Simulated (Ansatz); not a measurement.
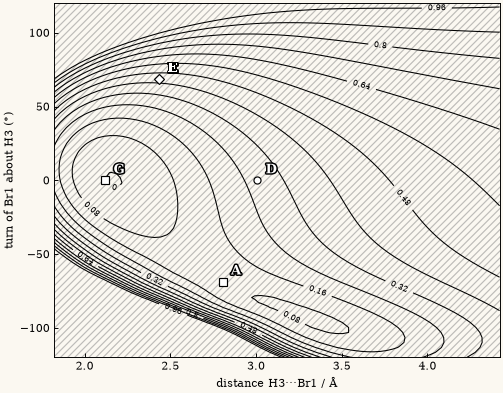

The pair Br···H₂O, charge −1. 
- The turn is about an axis along (0.97, −0.24, −0.00) in the frame of the relaxed pair, normal to the line between the partners.
- Coordinates scanned: (1) distance H3···Br1; (2) turn of Br1 about H3.
- The grid has 15 × 15 points. At 10 points there is no value (left out of the scan, as a rule where atoms come close).
- Points are written as (first, second).
- All energies are given in eV relative to the lowest grid point.
- Method: RKS SPW92 (LDA)/def2-TZVPD in Ansatz.

The picture shows contour lines labelled in eV (none above 0.96), hatched blanks where no value was computed, lettered points. Between grid points the surface is interpolated.

Is E the lowest point of the computed grid?

Answer. No. E lies 0.43 eV above the lowest grid point, which is at (2.121 Å, 0.0°).

What kind of point is each of A, D, E, G: minimum, saddle, maximum or slope?

Answer. A: saddle point; D: on a slope; E: on a slope; G: minimum. (In these two coordinates alone; a stationary point may lie a little off the grid point.)

Rank the lettered points by energy, lowest first.

Answer. G (0.00 eV), A (0.11 eV), D (0.27 eV), E (0.43 eV).
